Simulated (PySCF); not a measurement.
# SiCl2: singlet, from a linear start

The task is one start of a wider search on SiCl2: the singlet, from a linear start. It is relaxed, tested by its Hessian and followed downhill if it is a saddle.

Program: PySCF 2.14.0. Level of theory: PBE0, basis Si def2-TZVP, Cl def2-TZVP, no relativity, density fitting. These are calculated values, not measurements.

### Step 1. The system as given

3 atoms, charge 0, spin multiplicity 1.

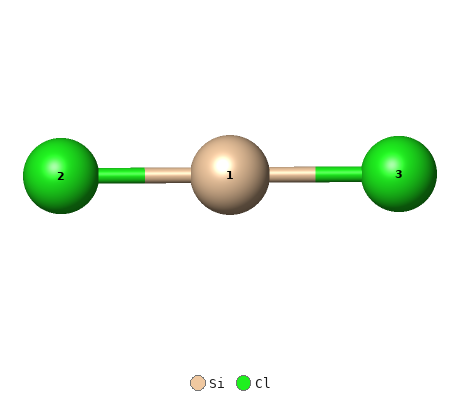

As it starts; silicon light orange, chlorine green; atoms are numbered from 1 in the order of the file.

Z-matrix (Å, degrees; charge 0 multiplicity 1):
```
Si
Cl 1 2.1500
Cl 1 2.1500 2 180.00
```

### Step 2. First SCF at the start

The steps below are one call of a driver around PySCF. For each, scf.py gives the equivalent set-up of the SCF; relaxations use the driver's own optimiser. After this first run the driver tries any further starts and a stability analysis.

scf.py reads:

```python
from pyscf import gto, scf, dft
mol = gto.M(atom='''
Si     0.000000     0.000000     0.000000
Cl     0.000000     0.000000     2.150000
Cl     0.000000     0.000000    -2.150000''',
    basis={'Si': 'def2-TZVP', 'Cl': 'def2-TZVP'},
    charge=0, spin=0)
mf = dft.RKS(mol, xc='PBE0')
mf.grids.atom_grid = (50, 194)
aux = {'Si': 'def2-universal-JKFIT', 'Cl': 'def2-universal-JKFIT'}
mf = mf.density_fit(auxbasis=aux)
mf.conv_tol = 1e-08
mf.diis_space = 10
mf.max_cycle = 60
mf.init_guess = 'minao'
mf.verbose = 4
mf.kernel()
```

Launch:

```sh
> OMP_NUM_THREADS=2 python axn.py task.json out
```

Log:

```text
init E= -1209.58660387608
  HOMO = -0.22554287125277  LUMO = -0.111686092289109  gap/eV = 3.09820
cycle= 1 E= -1209.43451909223  delta_E= 0.152  |g|= 0.444  |ddm|= 2.07
  HOMO = -0.236521495890525  LUMO = -0.153683557965367  gap/eV = 2.25414
cycle= 2 E= -1209.24662060466  delta_E= 0.188  |g|= 0.928  |ddm|= 1.35
  HOMO = -0.241080078675935  LUMO = -0.116932716184373  gap/eV = 3.37822
cycle= 3 E= -1209.50210454275  delta_E= -0.255  |g|= 0.0386  |ddm|= 0.782
  HOMO = -0.248983300919917  LUMO = -0.121862278991057  gap/eV = 3.45914
cycle= 4 E= -1209.50230621073  delta_E= -0.000202  |g|= 0.02  |ddm|= 0.0779
  HOMO = -0.246664100973199  LUMO = -0.119159470632068  gap/eV = 3.46958
cycle= 5 E= -1209.50242310497  delta_E= -0.000117  |g|= 0.00153  |ddm|= 0.0182
  HOMO = -0.246567152721994  LUMO = -0.118881532687786  gap/eV = 3.47450
cycle= 6 E= -1209.50242350216  delta_E= -3.97e-07  |g|= 0.000405  |ddm|= 0.00162
  HOMO = -0.246565805191477  LUMO = -0.118894201572679  gap/eV = 3.47412
cycle= 7 E= -1209.50242354834  delta_E= -4.62e-08  |g|= 7.91e-05  |ddm|= 0.000446
  HOMO = -0.246577087770305  LUMO = -0.118908327022976  gap/eV = 3.47404
cycle= 8 E= -1209.50242355013  delta_E= -1.79e-09  |g|= 1.68e-05  |ddm|= 0.000158
  HOMO = -0.246576119347196  LUMO = -0.118909994807747  gap/eV = 3.47397
Extra cycle  E= -1209.50242355001  delta_E= 1.17e-10  |g|= 2.6e-05  |ddm|= 4.19e-05
converged SCF energy = -1209.50242355001
```

This step, with its further starts and checks, ran for 9.4 s (2 threads of Arm Neoverse V1, shared host).

Energies from each starting density:

```
                      start   energy (Eh)
    the minimal-basis guess  -1209.502424
a thermally smeared density  -1209.502424
      a smeared PBE density  -1209.502424
```

No lower closed-shell solution turned up from the other starts or in the test of internal stability.

### Step 3. Linear start, singlet: relaxation

The program finds D∞h symmetry in the start, which this walk keeps.

scf.py: that of step 2 with these lines changed.

```diff
@@ -15 +14,0 @@
-mf.init_guess = 'minao'
```

Energy and gradient, step by step:

```
step   energy (Eh)  change (kJ/mol)  largest symmetric gradient (Eh/bohr)
   0  -1209.502424             0.00                               0.01117
   1  -1209.503275            -2.23                               0.00255
   2  -1209.503325            -2.37                               0.00018
   3  -1209.503325            -2.37                               0.00000
```

The walk took 4.6 s.

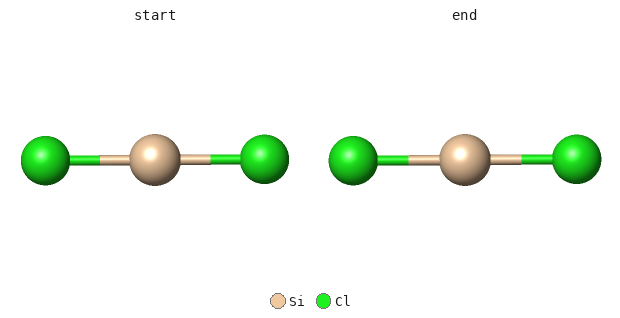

The geometry along the walk, at one scale.

End point (D∞h, 3 steps, 2.4 kJ/mol gained): Si–Cl 2.194 Å (×2); Cl–Si–Cl 180.0°.

### Step 4. Frequencies

The point is checked on the finer grid, and tightened if its gradient asks for it. The Hessian and the dipole derivatives come from central differences of analytic gradients, with steps of 0.02 bohr.

scf.py: that of step 3 with these lines changed.

```diff
@@ -3,3 +3,3 @@
-Si     0.000000     0.000000     0.000000
-Cl     0.000000     0.000000     2.150000
-Cl     0.000000     0.000000    -2.150000''',
+Si    -0.000000     0.000000     0.000000
+Cl     0.000000     0.000000     2.193763
+Cl    -0.000000     0.000000    -2.193763''',
@@ -9 +9 @@
-mf.grids.atom_grid = (50, 194)
+mf.grids.atom_grid = (75, 302)
@@ -12 +12 @@
-mf.conv_tol = 1e-08
+mf.conv_tol = 1e-10
```

This SCF starts from the last density.

SCF at the final geometry:

```text
init E= -1209.50331558204
  HOMO = -0.254534221657263  LUMO = -0.125012503428744  gap/eV = 3.52447
cycle= 1 E= -1209.50331558203  delta_E= 2.27e-12  |g|= 1.02e-06  |ddm|= 1.69e-06
  HOMO = -0.254534107981375  LUMO = -0.125012273075259  gap/eV = 3.52447
Extra cycle  E= -1209.50331558203  delta_E= -1.14e-12  |g|= 1.66e-06  |ddm|= 2.54e-06
converged SCF energy = -1209.50331558203
```

The whole step took 13 s.

Geometry: D∞h; Si–Cl 2.194 Å (×2); Cl–Si–Cl 180.0°.

Modes, for the most abundant isotopes:

| symmetry | ω (cm⁻¹) | IR (km/mol) | μ (u) |
| --- | --- | --- | --- |
| πu | 242i | 0.3 | 29.67 |
| σg+ | 308 | 0.0 | 34.97 |
| σu+ | 424 | 706 | 29.67 |

With 2 modes imaginary (up to 242i cm⁻¹) this point is a saddle.

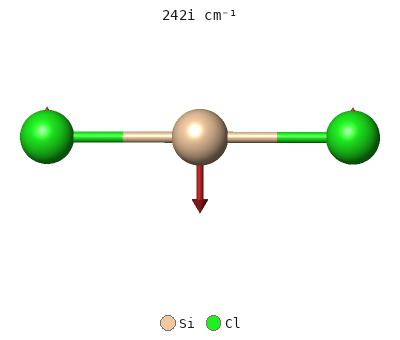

The imaginary mode, as arrows.

Properties at this point:

```yaml
Dipole_moment: 0.00 D
Highest_occupied_level: -6.93 eV
Lowest_empty_level: -3.40 eV
Rotational_constants: 0.05008 cm⁻¹
Zero-point_energy_real_modes: 4.4 kJ/mol
Principal_polarisabilities: 38.6, 38.6, 97.5 bohr³
Atomisation_energy_without_zero-point_energy: 680 kJ/mol
Principal_traceless_quadrupole_moments_about_the_centre_of_mass: -10.59, 5.29, 5.29 D Å
```

Populations by atom (charges in e):

```csv
atom,Mulliken,Löwdin,polar tensor,Mayer order to Si1
Si1,0.51,-0.11,1.31,–
"Cl2,3",-0.26,0.05,-0.65,1.15
```

Mulliken populations on Si1: s 5.99, p 7.11, d 0.35, f 0.04.

### Step 5. Leaving the saddle point

The start is the last point, displaced along its most imaginary mode.

The program finds C2v symmetry in the start, which this walk keeps. The walk stops when the largest gradient is under 0.0003 Eh/bohr and the energy has settled too.

scf.py: that of step 4 with these lines changed.

```diff
@@ -3,3 +3,3 @@
-Si    -0.000000     0.000000     0.000000
-Cl     0.000000     0.000000     2.193763
-Cl    -0.000000     0.000000    -2.193763''',
+Si    -0.038028     0.113815     0.000000
+Cl     0.015212    -0.045529     2.193763
+Cl     0.015212    -0.045529    -2.193763''',
@@ -9 +9 @@
-mf.grids.atom_grid = (75, 302)
+mf.grids.atom_grid = (50, 194)
@@ -12 +12 @@
-mf.conv_tol = 1e-10
+mf.conv_tol = 1e-08
```

Steps of the walk:

```
step   energy (Eh)  change (kJ/mol)  largest symmetric gradient (Eh/bohr)
   0  -1209.505459             0.00                               0.01214
   1  -1209.514340           -23.32                               0.02144
   2  -1209.530630           -66.09                               0.02806
   3  -1209.543678          -100.34                               0.04021
   4  -1209.557953          -137.82                               0.03128
   5  -1209.569236          -167.45                               0.02805
   6  -1209.570777          -171.49                               0.01774
   7  -1209.572096          -174.95                               0.00171
   8  -1209.572122          -175.02                               0.00097
   9  -1209.572128          -175.04                               0.00001
```

The walk took 13 s.

Geometry (Å) and forces (eV/Å) at some steps:

```
step 0
Si  -0.038   0.114   0.000  -0.209   0.624   0.000
Cl   0.015  -0.046   2.194   0.104  -0.312  -0.162
Cl   0.015  -0.046  -2.194   0.104  -0.312   0.162
step 1
Si  -0.087   0.260   0.000  -0.370   1.102   0.000
Cl   0.040  -0.119   2.168   0.185  -0.551  -0.548
Cl   0.040  -0.119  -2.168   0.185  -0.551   0.548
step 5
Si  -0.254   0.759   0.000  -0.479   1.443   0.000
Cl   0.123  -0.368   1.646   0.240  -0.722   0.487
Cl   0.123  -0.368  -1.646   0.240  -0.722  -0.487
step 9
Si  -0.280   0.839   0.000  -0.003  -0.001   0.000
Cl   0.136  -0.408   1.609   0.001   0.001  -0.001
Cl   0.136  -0.408  -1.609   0.001   0.001   0.001
```

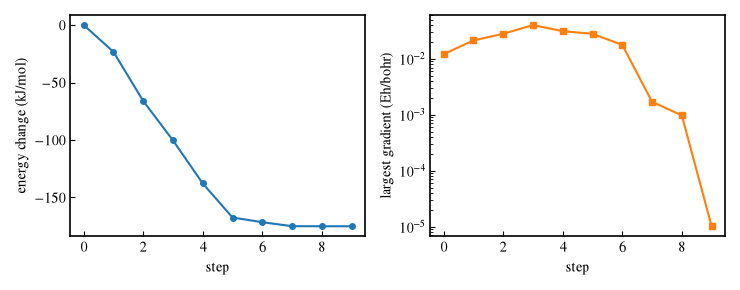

How energy and gradient fall.

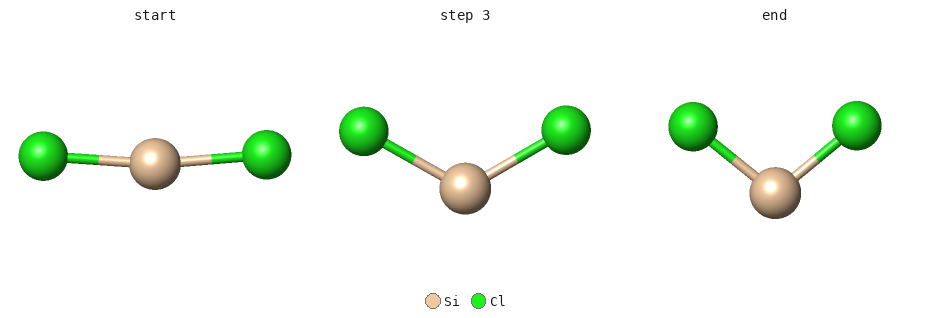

The geometry along the walk, at one scale.

After 9 steps and 175.0 kJ/mol it ends at C2v: Si–Cl 2.078 Å (×2); Cl–Si–Cl 101.5°.

### Step 6. Vibrations and properties at this point

The same treatment as at the point before.

scf.py: that of step 5 with these lines changed.

```diff
@@ -3,3 +3,3 @@
-Si    -0.038028     0.113815     0.000000
-Cl     0.015212    -0.045529     2.193763
-Cl     0.015212    -0.045529    -2.193763''',
+Si    -0.297818     0.891341    -0.000000
+Cl     0.119153    -0.356613     1.608160
+Cl     0.119153    -0.356613    -1.608160''',
@@ -9 +9 @@
-mf.grids.atom_grid = (50, 194)
+mf.grids.atom_grid = (75, 302)
@@ -12 +12 @@
-mf.conv_tol = 1e-08
+mf.conv_tol = 1e-10
```

SCF at the final geometry:

```text
init E= -1209.57210095663
  HOMO = -0.284286462143037  LUMO = -0.105145631910748  gap/eV = 4.87467
cycle= 1 E= -1209.57210095663  delta_E= -3.18e-12  |g|= 5.83e-07  |ddm|= 9.68e-07
  HOMO = -0.28428648549961  LUMO = -0.105145650297537  gap/eV = 4.87467
Extra cycle  E= -1209.57210095663  delta_E= 2.73e-12  |g|= 6.32e-07  |ddm|= 9.81e-07
converged SCF energy = -1209.57210095663
```

The whole step ran for 18 s (2 threads of Arm Neoverse V1, shared host).

Geometry: C2v; Si–Cl 2.078 Å (×2); Cl–Si–Cl 101.4°.

Harmonic modes (main isotopes):

```json
{"symmetry": "a1", "ω (cm⁻¹)": "198", "IR (km/mol)": "1.6"}
{"symmetry": "b2", "ω (cm⁻¹)": "516", "IR (km/mol)": "196"}
{"symmetry": "a1", "ω (cm⁻¹)": "522", "IR (km/mol)": "84.5"}
```

No imaginary mode, so this is a minimum.

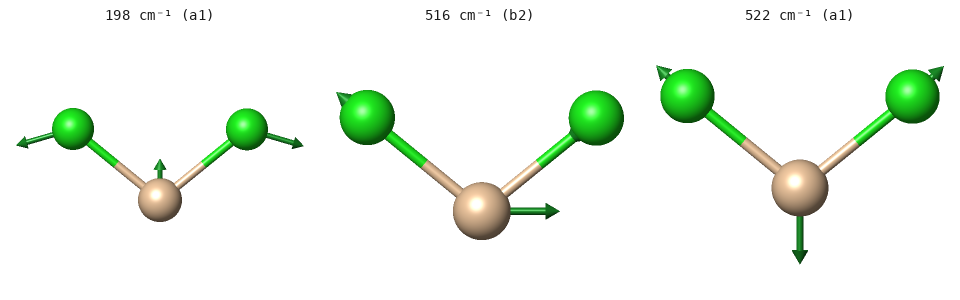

How the atoms move in 3 of the modes.

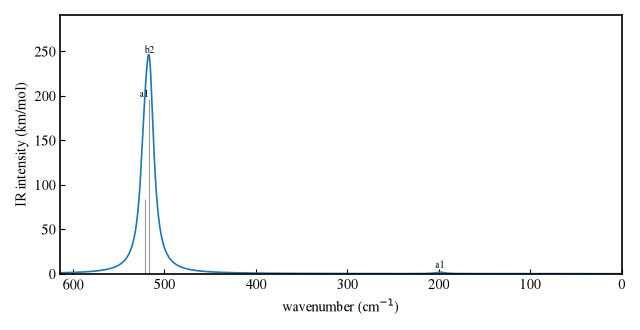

The harmonic infrared spectrum (widths in cm⁻¹). Lines are broadened to a width of 12 cm⁻¹ (Lorentzian).

Constants and moments:

* Dipole moment: 0.87 D
* Highest occupied level: -7.74 eV
* Lowest empty level: -2.86 eV
* Rotational constants: 0.4873, 0.0932, 0.07824 cm⁻¹
* Zero-point energy: 7.4 kJ/mol
* Principal polarisabilities: 37.4, 50.0, 64.5 bohr³
* Atomisation energy without zero-point energy: 861 kJ/mol
* Principal traceless quadrupole moments about the centre of mass: -2.67, -0.31, 2.98 D Å
* Entropy at 298.15 K and 1 bar: 281.6 J/(mol K)
* Heat capacity Cp at 298.15 K: 51.1 J/(mol K)
* Enthalpy at 298.15 K above 0 K: 12.50 kJ/mol
* Rotational symmetry number: 2

Populations by atom (charges in e):

| atom | Mulliken | Löwdin | polar tensor | Mayer order to Si1 |
| --- | --- | --- | --- | --- |
| Si1 | 0.41 | -0.37 | 1.08 | – |
| Cl2,3 | -0.21 | 0.19 | -0.54 | 1.21 |

Mulliken populations on Si1: s 5.83, p 7.41, d 0.30, f 0.05.

### Step 7. Would spin polarisation lower it?

At the lowest minimum the closed shell is tested against spin polarisation, on the (50, 194) grid. It is stable.

### Step 8. All stationary points

| spin | group | bonds | imaginary modes (cm⁻¹) | ΔE (kJ/mol) | with zero-point energy |
| --- | --- | --- | --- | --- | --- |
| singlet | C2v | Si–Cl 2.078 Å (×2) | none | 0.0 | 0.0 |
| singlet | D∞h | Si–Cl 2.194 Å (×2) | 242i, 242i | 180.6 | – |

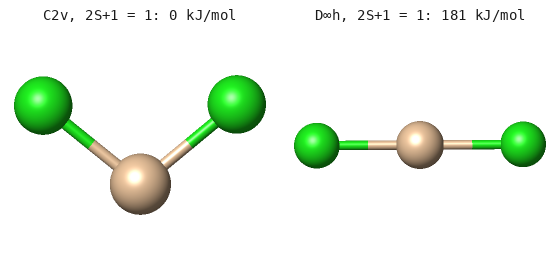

The points, lowest first (silicon light orange, chlorine green).

### Step 9. What came out

| quantity | value |
| --- | --- |
| minimum | singlet, C2v |
| geometry | Si–Cl 2.078 Å (×2); Cl–Si–Cl 101.4° |
| wavenumbers (cm⁻¹) | 198 (a1), 516 (b2), 522 (a1) |
| dipole moment | 0.87 D |
| highest occupied, lowest empty level | -7.74, -2.86 eV |
| polar-tensor charge of Si1 | +1.08 e |
| zero-point energy | 7.4 kJ/mol |
| entropy at 298.15 K | 281.6 J/(mol K) |
| atomisation energy (no zero-point energy) | 861 kJ/mol |

What this shows: From D∞h at the start the molecule goes to a C2v minimum, after a stop at a second-order saddle point 180.6 kJ/mol higher, from which it was pushed off along an imaginary mode. The strongest infrared band lies at 516 cm⁻¹ (b2). Other starts or spin states, not run here, may lie lower.

The search up to here took 61 s.
